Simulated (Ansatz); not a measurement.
# Lattice dynamics of (CaO)1(YN)3 [001] superlattice, started as rocksalt type

The cell of (CaO)1(YN)3 [001] superlattice, started as rocksalt type is at rest. What are its phonons?

Method: DFT PBEsol, scalar-relativistic, plane waves, PAW, in Ansatz 0.2.0.

The structure was built from a prototype and need not be the compound's stable phase.

## 1. Starting point

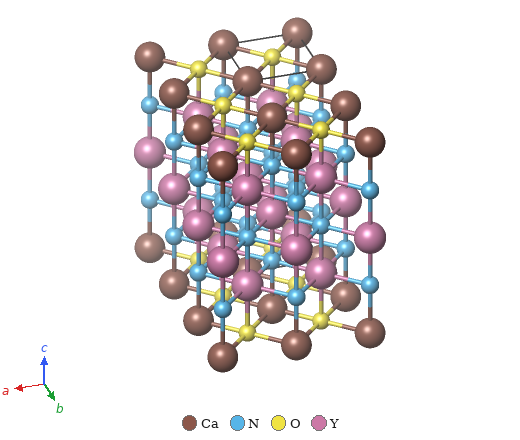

Start, viewed from a free direction; calcium brown, nitrogen blue, oxygen yellow, yttrium pink. 2×3×1 cells are drawn. Some periodic images of atoms are drawn too.

Structure file:

```cif
data_structure
_symmetry_space_group_name_H-M 'P4/mmm'
_symmetry_Int_Tables_number 123
_cell_length_a 3.4207
_cell_length_b 3.4207
_cell_length_c 9.6856
_cell_angle_alpha 90.000
_cell_angle_beta 90.000
_cell_angle_gamma 90.000
_cell_volume 113.33
loop_
_atom_site_label
_atom_site_type_symbol
_atom_site_symmetry_multiplicity
_atom_site_Wyckoff_symbol
_atom_site_fract_x
_atom_site_fract_y
_atom_site_fract_z
_atom_site_occupancy
Ca1 Ca 1 a 0.00000 0.00000 0.00000 1
N1 N 2 g 0.00000 0.00000 0.25204 1
N2 N 1 d 0.50000 0.50000 0.50000 1
O1 O 1 c 0.50000 0.50000 0.00000 1
Y1 Y 2 h 0.50000 0.50000 0.24983 1
Y2 Y 1 b 0.00000 0.00000 0.50000 1
```

## 2. Modes at Γ

The cell comes from relaxations at this level that are not shown. The zone centre is the only wavevector solved here; it holds the modes that light can see, as far as symmetry allows. The response to a homogeneous field gives the Born charges and the dielectric tensor.

Input file input.yaml:

```yaml
crystal:
  lattice:
    - [2.4188028284, 2.4188028284, 0.0]
    - [-2.4188028284, 2.4188028284, 0.0]
    - [0.0, 0.0, 9.685601662]
  atoms:
    - { symbol: Ca, position: [0.0, 0.0, 0.0] }
    - { symbol: "N", position: [1.0, 0.0, 0.2520368508] }
    - { symbol: "N", position: [0.5, 0.5, 0.5] }
    - { symbol: "N", position: [1.0, 0.0, 0.7479631492] }
    - { symbol: O, position: [0.5, 0.5, 0.0] }
    - { symbol: "Y", position: [0.5, 0.5, 0.2498251124] }
    - { symbol: "Y", position: [0.0, 0.0, 0.5] }
    - { symbol: "Y", position: [0.5, 0.5, 0.7501748876] }
kpoints:
  mp_grid: { grid: [12, 12, 4] }
hamiltonian:
  xc: pbesol
scf:
  occupations: { method: fixed }
output:
  eigenvalues: true
phonons:
  method: dfpt
  dielectric: true
  rigid_motions: translations
```

Launch:

```
ansatz run input.yaml --threads 8 --pin off --max-ram 14336MiB --backend cpu --events-out ev --progress --plain --runs-dir out
```

Numbers of over 12 decimals in the logs are rounded to 6 here.

Log:

```text
Engine: ansatz 0.2.0, x86_64-unknown-linux-gnu
Pseudopotentials: kind: paw
Pseudopotential: Ca, paw, valence charge 10, recommended cutoff 420 eV (normal), Ca.paw.azcp
Pseudopotential: N, paw, valence charge 5, recommended cutoff 420 eV (normal), N.paw.azcp
Pseudopotential: O, paw, valence charge 6, recommended cutoff 420 eV (normal), O.paw.azcp
Pseudopotential: Y, paw, valence charge 11, recommended cutoff 420 eV (normal), Y.paw.azcp
Functional definition: PBEsol
  exchange = pbesol_x
  correlation = pbesol_c
Crystal: 8 atoms, lattice volume = 113.333 Å³
Basis set: ecut = 420 eV, 2213 PW (Γ), exchange–correlation on 48×48×144 points (8 copies of the dense FFT grid, shifted against one another)
Bands: 40, of which v1, the nominal top of the filled ones, is band 32 counted from 1 (31 counted from 0)
Symmetry: 16 space group operations
k-points: 164 of 576 (irreducible under 2 space group operations, time reversal used)
Non-local potential: Ca, projectors of the file, l = 0: 3, l = 1: 2, l = 2: 2
Non-local potential: N, projectors of the file, l = 0: 2, l = 1: 2, l = 2: 1
Non-local potential: O, projectors of the file, l = 0: 2, l = 1: 2, l = 2: 1
Non-local potential: Y, projectors of the file, l = 0: 3, l = 1: 2, l = 2: 2, l = 3: 1
PAW form: soft (Blöchl's): semilocal exchange-correlation on the pseudo side does not see the compensation charge
PAW frozen core: Ca, regenerated for the run's functional, and the local potential with it (the file was generated under x = pbe(κ = 0.804, μ = 0.219515), c = pbe(β = 0.066725))
PAW frozen core: N, regenerated for the run's functional, and the local potential with it (the file was generated under x = pbe(κ = 0.804, μ = 0.219515), c = pbe(β = 0.066725))
PAW frozen core: O, regenerated for the run's functional, and the local potential with it (the file was generated under x = pbe(κ = 0.804, μ = 0.219515), c = pbe(β = 0.066725))
PAW frozen core: Y, regenerated for the run's functional, and the local potential with it (the file was generated under x = pbe(κ = 0.804, μ = 0.219515), c = pbe(β = 0.066725))
PAW one-centre angular grid: Ca, 110 points (default); XC on 64 Gauss nodes
PAW one-centre angular grid: N, 110 points (default); XC on 64 Gauss nodes
PAW one-centre angular grid: O, 110 points (default); XC on 64 Gauss nodes
PAW one-centre angular grid: Y, 590 points (default); XC on 64 Gauss nodes
Initial density: superposition of atomic densities (neutral atoms: chi_scale 0, normalization atom), corrected by the library's trained network
Initial wavefunctions: pseudopotential atomic-orbital guess
Functional: x = pbesol(κ = 0.804, μ = 0.123457), c = pbesol(β = 0.046)
SCF iter   1: F=—  HF=-14889.699502 eV  |F-HF|=—  |Δ(HF+E_count)|=         —  Δρ=1.46e-2  dr2=3.06e-1  ethr=1.77e-3  ⟨swp⟩=5.6  Hψ=25462  notcnv=0  defer=896
preconditioner: auto → Resta (q_TF=auto, 2.480 Å⁻¹)  ε∞=3.7  [insulator: Δε(μ)=0.091 eV  Ē_g=15.942 eV  n_scr=26 (ndim 8)  ℏωp=26.1 eV  f_vac=0.000  ε∞_Penn≈3.7]
SCF iter   2: F=—  HF=-14889.643049 eV  |F-HF|=—  |Δ(HF+E_count)|=   5.65e-2  Δρ=5.47e-3  dr2=3.12e-2  ethr=4.78e-4  ⟨swp⟩=2.1  Hψ=10540  notcnv=0  defer=964
SCF iter   3: F=—  HF=-14889.636227 eV  |F-HF|=—  |Δ(HF+E_count)|=   6.82e-3  Δρ=1.29e-3  dr2=2.19e-3  ethr=4.87e-5  ⟨swp⟩=2.0  Hψ=8838  notcnv=0  defer=984
SCF iter   4: F=—  HF=-14889.635717 eV  |F-HF|=—  |Δ(HF+E_count)|=   5.10e-4  Δρ=3.36e-4  dr2=1.40e-4  ethr=3.42e-6  ⟨swp⟩=2.5  Hψ=10986  notcnv=0  defer=983
SCF iter   5: F=—  HF=-14889.635710 eV  |F-HF|=—  |Δ(HF+E_count)|=   7.14e-6  Δρ=1.78e-4  dr2=3.76e-5  ethr=2.18e-7  ⟨swp⟩=2.0  Hψ=8642  notcnv=0  defer=890
SCF iter   6: F=—  HF=-14889.635704 eV  |F-HF|=—  |Δ(HF+E_count)|=   6.06e-6  Δρ=6.61e-5  dr2=4.16e-6  ethr=5.87e-8  ⟨swp⟩=2.0  Hψ=8667  notcnv=0  defer=694
SCF iter   7: F=—  HF=-14889.635704 eV  |F-HF|=—  |Δ(HF+E_count)|=   3.55e-7  Δρ=1.62e-5  dr2=2.33e-7  ethr=6.50e-9  ⟨swp⟩=2.0  Hψ=8594  notcnv=0  defer=620
[...]
WARN: field response: ε∞ stands inside a basis, on 20×20×8 points; the force constants stand on the 12×12×4 k-mesh, whose period is 9.83 times the interband length at k = (0.0000, 0.0000, 0.0000), direct gap 0.290 eV, under 14: take them and everything formed from them as unconverged, and compare with a denser kpoints.mp_grid
SCF converged after 11 iterations
Free energy (F): -14889.635704 eV
Harris-Foulkes:  -14889.635704 eV  (|F-HF|=7.28e-12)
Internal energy: -14889.635704 eV  (E = F + TS)
E sigma→0 (E₀):  -14889.635704 eV
Fermi energy:    11.466454 eV
--- Per-component energies (eV) ---
  E_band       = -237.319071
  E_kinetic    = 1767.669182
  E_local      = -2670.567674  (includes V_loc(G=0)·N_el)
  E_nonlocal   = 402.595293
  E_hartree    = 840.738431
  E_xc         = -911.420628
  E_vxc        = -1098.386626  (∫ρ·V_xc dr)
  E_paw        = -9675.413783  (= ΣΔE_a)
  E_vpaw       = -320.108760  (= ΣTr[D̂ρ^β])
  E_aug_tail   = 0.002677  (compensation charges beyond the density's cutoff)
  E_ewald      = -4643.923901
  E_core_change = 0.684697  (= ΣΔE_core)
  E_smearing   = -0.000000  (= −TS)
  E_closure    = -0.000000  (closes the sum)
  Σ components = -14889.635704   (vs F -14889.635704, Δ=0.00e0)
--- Band table (eV; the first three rows and the last of 164) ---
  k-point 0: bands = [... 28 lower, 11.1116, 11.1442, 11.4665, 11.4665, 11.7567, 12.6921, 13.4709, 14.9065, ... 4 higher]
  k-point 1: bands = [... 28 lower, 11.1386, 11.1386, 11.4191, 11.4191, 11.8027, 12.5130, 13.7115, 15.0621, ... 4 higher]
  k-point 2: bands = [... 28 lower, 11.1801, 11.1801, 11.3597, 11.3597, 11.8654, 12.3569, 13.9508, 14.8896, ... 4 higher]
  k-point 163: bands = [... 28 lower, 10.1645, 10.4955, 10.6025, 10.6025, 12.9483, 12.9483, 13.5605, 13.5605, ... 4 higher]
--- Phonons (Γ-DFPT): 12 representative perturbations + reference, on 164 of 576 k-points (Σ response iterations 38) ---
  k mesh reduced under 2 symmetry operations, with k and −k counted as one. Each operation leaves every solved perturbation unchanged. A smaller set is not considered because the run solves the response to a homogeneous field
  ASR residual: 1.194e-4 → 0.000e0 eV/Å²; symmetrization residual: 1.424e-5 eV/Å²
  ASR residual per site (eV/Å²): 5.16e-5 1.09e-5 1.19e-4 1.09e-5 7.17e-5 2.51e-5 8.04e-6 2.51e-5
  Γ frequencies (cm⁻¹): 0.00 0.00 0.00 121.01 121.01 138.72 138.72 167.95 167.95 187.94 194.72 205.44 205.44 218.58 247.30 247.30 280.62 283.88 283.88 286.87 286.87 431.45 510.61 529.94
  ε∞ (high-frequency dielectric tensor):
       10.778548    -0.000000    -0.000000
       -0.000000    10.778548    -0.000000
       -0.000000    -0.000000     8.067707
  ε⁰ (static dielectric tensor: ions relaxed, cell fixed):
       77.243007     0.000000    -0.000000
        0.000000    77.243007    -0.000000
       -0.000000    -0.000000    49.470392
  ε⁰ − ε∞ (ionic part):
       66.464459     0.000000    -0.000000
        0.000000    66.464459    -0.000000
       -0.000000    -0.000000    41.402685
  softest optical mode at Γ: 121.01 cm⁻¹; the repairs (sum rule, projections) moved no ω² at Γ by more than (2.99 cm⁻¹)²
  Born effective charges Z* (e; rows j = field, columns β = displacement):
    site 0:
         2.37648   -0.00000   -0.00000
        -0.00000    2.37648   -0.00000
        -0.00000   -0.00000    3.55453
    site 1:
        -4.73922    0.00000    0.00000
        -0.00000   -4.73922    0.00000
[...]
site 2:
[...]
site 3:
[...]
site 4:
[...]
site 5:
[...]
site 6:
[...]
site 7:
[...]
Z* charge neutrality: 1.771e-2 e pre-enforcement
  solved inside a basis spanned on kpoints, on 20×20×8 k-points transformed towards the longest dipole, which do not settle them: ε∞ is read to err by 1.1e-1, Z* by 1.3e-1 e (field_mesh: kpoints solves on kpoints); Z* is corrected for what the basis lacks
  optical modes at Γ without the LO–TO term, one row a degenerate level:
      ω (cm⁻¹)  modes    IR ((D/Å)²/amu)
[...]
optical modes at Γ + LO–TO along q̂ = [1.0000, 0.0000, 0.0000]:
      ω (cm⁻¹)  modes    IR ((D/Å)²/amu)
[...]
optical modes at Γ + LO–TO along q̂ = [0.0000, 1.0000, 0.0000]:
      ω (cm⁻¹)  modes    IR ((D/Å)²/amu)
[...]
optical modes at Γ + LO–TO along q̂ = [0.0000, 0.0000, 1.0000]:
      ω (cm⁻¹)  modes    IR ((D/Å)²/amu)
[...]
286.87      2            12.3316
        425.05      1             2.7189
        505.72      1             9.7651
        529.94      1             0.0000
        544.67      1            87.3560
```

It took 2.2 min on 8 threads of Intel Xeon Platinum 8488C (Sapphire Rapids), shared host; peak memory 3.4 GiB.

The column dr2 measures how far the density is from self-consistency, as an energy; F and HF (Harris–Foulkes) agree once it is small.

This step gave:

- gap on the k-mesh: 0.2902 eV
- volume per atom: 14.17 Å³
- sum-rule residual before enforcement: 1.19e-4 eV/Å²
- miss of the charge sum rule: 0.01771 e
- estimated error of the dielectric tensor: 0.1114
- estimated error of the Born charges: 0.1273 e
- point group: 4/mmm
- highest optical mode at the zone centre (no LO-TO term): 529.9 cm⁻¹
- lowest optical zone-centre mode: 121.0 cm⁻¹
- mean high-frequency dielectric constant: 9.875
- largest Born charge (third of the trace): 4.394 e
- mean static dielectric constant: 67.99
- top of the zone-centre spectrum with the field: 544.7 cm⁻¹

Without the LO-TO term. Patterns of degenerate modes are one choice out of their space. Modes at Γ, with each element's share of the kinetic energy:

| mode | frequency (cm⁻¹) | symmetry | Ca % | N % | O % | Y % |
| --- | --- | --- | --- | --- | --- | --- |
| 1 | 0.0 | acoustic | 11 | 12 | 4 | 73 |
| 2 | 0.0 | acoustic | 11 | 12 | 4 | 73 |
| 3 | 0.0 | acoustic | 11 | 12 | 4 | 73 |
| 4 | 121.0 | Eg | 0 | 2 | 0 | 98 |
| 5 | 121.0 | Eg | 0 | 2 | 0 | 98 |
| 6 | 138.7 | Eu | 26 | 0 | 6 | 67 |
| 7 | 138.7 | Eu | 26 | 0 | 6 | 67 |
| 8 | 167.9 | Eu | 21 | 24 | 7 | 48 |
| 9 | 167.9 | Eu | 21 | 24 | 7 | 48 |
| 10 | 187.9 | A1g | 0 | 8 | 0 | 92 |
| 11 | 194.7 | A2u | 0 | 29 | 36 | 35 |
| 12 | 205.4 | Eu | 32 | 59 | 0 | 9 |
| 13 | 205.4 | Eu | 32 | 59 | 0 | 9 |
| 14 | 218.6 | A2u | 18 | 4 | 14 | 64 |
| 15 | 247.3 | Eg | 0 | 98 | 0 | 2 |
| 16 | 247.3 | Eg | 0 | 98 | 0 | 2 |
| 17 | 280.6 | A2u | 62 | 19 | 1 | 18 |
| 18 | 283.9 | Eu | 10 | 11 | 78 | 0 |
| 19 | 283.9 | Eu | 10 | 11 | 78 | 0 |
| 20 | 286.9 | Eu | 0 | 94 | 4 | 2 |
| 21 | 286.9 | Eu | 0 | 94 | 4 | 2 |
| 22 | 431.4 | A2u | 3 | 72 | 22 | 3 |
| 23 | 510.6 | A2u | 6 | 65 | 23 | 6 |
| 24 | 529.9 | A1g | 0 | 92 | 0 | 8 |

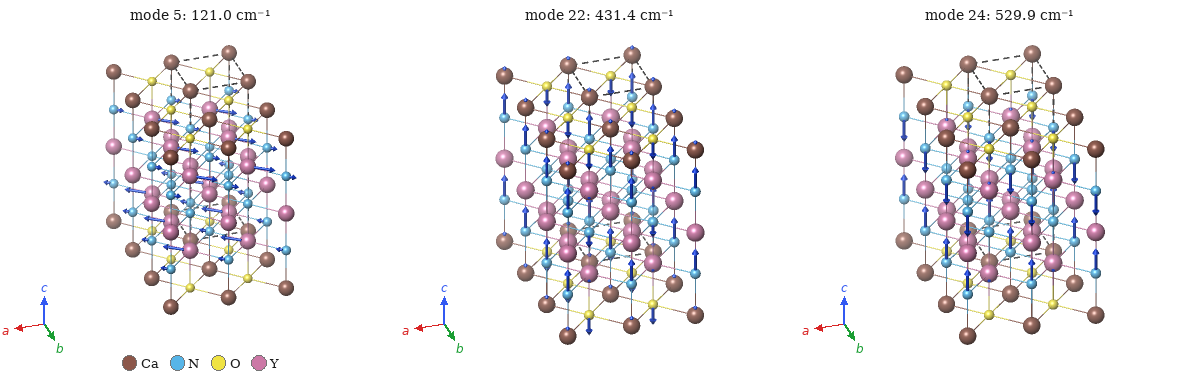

Displacement patterns of modes 5, 22 and 24 at Γ; arrows are exaggerated. 2×3×1 cells are drawn. Some periodic images of atoms are drawn too.

High-frequency dielectric tensor, which the program warns is not settled by the k meshes in reach. Tensor:

|  | x | y | z |
| --- | --- | --- | --- |
| x | 10.78 | 0 | 0 |
| y | 0 | 10.78 | 0 |
| z | 0 | 0 | 8.068 |

Static dielectric tensor, which the program warns is not settled by the k meshes in reach. Tensor:

|  | x | y | z |
| --- | --- | --- | --- |
| x | 77.24 | 0 | 0 |
| y | 0 | 77.24 | 0 |
| z | 0 | 0 | 49.47 |

Optical modes at the zone centre, without and with the macroscopic field of the longitudinal modes; each column is sorted by frequency, so a row need not hold one and the same mode. Modes with and without the field, by row:

| rank among optical modes | no field (cm⁻¹) | q along (1, 0, 0) (cm⁻¹) | q along (0, 0, 1) (cm⁻¹) |
| --- | --- | --- | --- |
| 1 | 121 | 121 | 121 |
| 2 | 121 | 121 | 121 |
| 3 | 138.7 | 138.7 | 138.7 |
| 4 | 138.7 | 139.2 | 138.7 |
| 5 | 167.9 | 167.9 | 167.9 |
| 6 | 167.9 | 179.7 | 167.9 |
| 7 | 187.9 | 187.9 | 187.9 |
| 8 | 194.7 | 194.7 | 205.4 |
| 9 | 205.4 | 205.4 | 205.4 |
| 10 | 205.4 | 218.6 | 217.3 |
| 11 | 218.6 | 247.3 | 247.3 |
| 12 | 247.3 | 247.3 | 247.3 |
| 13 | 247.3 | 280.6 | 256.1 |
| 14 | 280.6 | 282.5 | 283.9 |
| 15 | 283.9 | 283.9 | 283.9 |
| 16 | 283.9 | 283.9 | 286.9 |
| 17 | 286.9 | 286.9 | 286.9 |
| 18 | 286.9 | 431.4 | 425.1 |
| 19 | 431.4 | 510.6 | 505.7 |
| 20 | 510.6 | 520.3 | 529.9 |
| 21 | 529.9 | 529.9 | 544.7 |

Born charge (rows field, columns displacement) (e), principal values of the symmetric part by kind of site:

| atom | atoms with these values | low | middle | high | mean |
| --- | --- | --- | --- | --- | --- |
| Ca1 | 1 | 2.38 | 2.38 | 3.55 | 2.77 |
| N2 | 2 | -4.74 | -4.74 | -3.47 | -4.32 |
| N3 | 1 | -4.26 | -4.26 | -3.30 | -3.94 |
| O5 | 1 | -4.19 | -2.41 | -2.41 | -3.00 |
| Y6 | 2 | 3.89 | 4.65 | 4.65 | 4.39 |
| Y7 | 1 | 3.11 | 4.47 | 4.47 | 4.01 |

In full for Ca1:

```
2.38 0.00 0.00
0.00 2.38 0.00
0.00 0.00 3.55
```

Transverse modes. Lines of the infrared spectrum (strongest = 100):

| position (cm⁻¹) | label | relative intensity |
| --- | --- | --- |
| 121 | Eg | 0.0 |
| 139 | Eu | 1.3 |
| 168 | Eu | 44 |
| 188 | A1g | 0.0 |
| 195 | A2u | 39 |
| 205 | Eu | 100 |
| 219 | A2u | 1.8 |
| 247 | Eg | 0.0 |
| 281 | A2u | 16 |
| 284 | Eu | 0.0 |
| 287 | Eu | 7.1 |
| 431 | A2u | 1.1 |
| 511 | A2u | 0.2 |
| 530 | A1g | 0.0 |

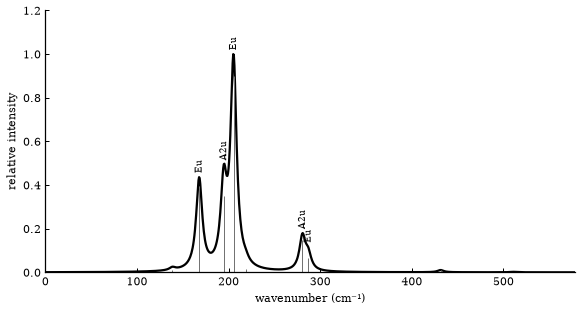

The infrared spectrum, broadened with Lorentzians of width 8 cm⁻¹; bars mark the lines.

Before it was imposed, the acoustic sum rule was missed by 1.2e-4 eV/Å² and the charge sum rule by 0.018 e. Small misses are needed for a sound result but don't prove that mesh and cutoff are converged. The lowest optical mode is real, 121 cm⁻¹.

The log warns of the k mesh: “the force constants stand on the 12×12×4 k-mesh, whose period is 9.83 times the interband length at k = (0.0000, 0.0000, 0.0000), direct gap 0.290 eV, under 14: take them and everything formed from them as unconverged”.

## 3. Isotope substitution, element Ca, natural mass 40.078 amu

An isotope changes the mass and not the force constants, so no new electronic calculation is needed; the shifts show which modes move this element.

The same force constants with the mass of Ca changed from 40.078 to 47.953 u (phonopy, no LO-TO term). Both lists are sorted by frequency; levels can cross, so a row need not hold one and the same mode. Modes under 3 cm⁻¹ are left out. Isotope shifts, by row:

| q | rank | natural mass (cm⁻¹) | changed mass (cm⁻¹) |
| --- | --- | --- | --- |
| 0 0 0 | 4 | 121 | 121 |
| 0 0 0 | 5 | 121 | 121 |
| 0 0 0 | 6 | 138.7 | 134.9 |
| 0 0 0 | 7 | 138.7 | 134.9 |
| 0 0 0 | 8 | 167.9 | 164.9 |
| 0 0 0 | 9 | 167.9 | 164.9 |
| 0 0 0 | 10 | 187.9 | 187.9 |
| 0 0 0 | 11 | 194.7 | 194.7 |
| 0 0 0 | 12 | 205.4 | 200.5 |
| 0 0 0 | 13 | 205.4 | 200.5 |
| 0 0 0 | 14 | 218.6 | 214.1 |
| 0 0 0 | 15 | 247.3 | 247.3 |
| 0 0 0 | 16 | 247.3 | 247.3 |
| 0 0 0 | 17 | 280.6 | 266.6 |
| 0 0 0 | 18 | 283.9 | 281.7 |
| 0 0 0 | 19 | 283.9 | 281.7 |
| 0 0 0 | 20 | 286.9 | 286.9 |
| 0 0 0 | 21 | 286.9 | 286.9 |
| 0 0 0 | 22 | 431.4 | 430.5 |
| 0 0 0 | 23 | 510.6 | 508.2 |
| 0 0 0 | 24 | 529.9 | 529.9 |

A mode of this element alone would shift by -8.58 %. The highest zone-centre frequency without the field goes from 529.9 to 529.9 cm⁻¹ (+0.0 %). The product of the frequency ratios over all optical modes at Γ is 0.789; the product rule, (m/m′)^(3k/2) (M′/M)^(3/2) with k = 1 such atoms and M the mass of the cell, gives 0.789.

## 4. Another isotope, element N, natural mass 14.007 amu

The same for N, from 14.01 to 15.00 u.

A mode of this element alone would shift by -3.37 %. The highest zone-centre frequency without the field goes from 529.9 to 513.5 cm⁻¹ (-3.1 %). The product of the frequency ratios over all optical modes at Γ is 0.744; the product rule, (m/m′)^(3k/2) (M′/M)^(3/2) with k = 3 such atoms and M the mass of the cell, gives 0.744.

## 5. Isotope substitution, element O, natural mass 15.999 amu

The same for O, from 16.00 to 18.00 u.

A mode of this element alone would shift by -5.72 %. The highest zone-centre frequency without the field goes from 529.9 to 529.9 cm⁻¹ (+0.0 %). The product of the frequency ratios over all optical modes at Γ is 0.845; the product rule, (m/m′)^(3k/2) (M′/M)^(3/2) with k = 1 such atoms and M the mass of the cell, gives 0.845.

## 6. Results

```
space group (within 0.01 Å)                             : P4/mmm
volume per atom                                         : 14.2 Å³
gap on the k-mesh                                       : 0.290 eV
highest optical mode at the zone centre (no LO-TO term) : 530 cm⁻¹
top of the zone-centre spectrum with the field          : 545 cm⁻¹
lowest optical zone-centre mode                         : 121 cm⁻¹
mean high-frequency dielectric constant                 : 9.87
mean static dielectric constant                         : 68.0
largest Born charge (third of the trace)                : 4.39 e
imaginary modes at Γ (the only wavevector solved)       : none
```

In words: The structure is stable against zone-centre distortions, since no mode there is imaginary; other wavevectors were not solved, so zone-boundary instabilities are untested. Without the field, the optical modes at Γ span 121 to 530 cm⁻¹. No dispersion was computed. The highest mode in this list at Γ, 529.9 cm⁻¹, is mostly motion of N (92 % of the kinetic energy). With the macroscopic field of the longitudinal modes the top of the zone-centre spectrum lies at 545 cm⁻¹, against 530 cm⁻¹ without it. Lattice motion raises the mean dielectric constant from 9.875 to 67.99. The strongest infrared line is at 205 cm⁻¹. With the field response the log warns that the k mesh is coarse for the force constants too, so the frequencies may not be converged. In this run the field response is not settled by the k meshes in reach, so its dielectric tensor, Born charges and longitudinal modes are rough. The starting cell was built on a prototype and not taken from a measurement, so the phase need not exist. These are harmonic frequencies at zero temperature: anharmonic shifts, linewidths and thermal expansion are left out.

[Logs are printed without paths, hosts, clocks, repeated set-up lines and the standing remarks that a program may print on its own settings, such as how far it seeks lower states.]

[Hosts, paths, dates, database ids (printed as entryN), source tags and the programs' standing remarks are cut or masked in the printed files.]
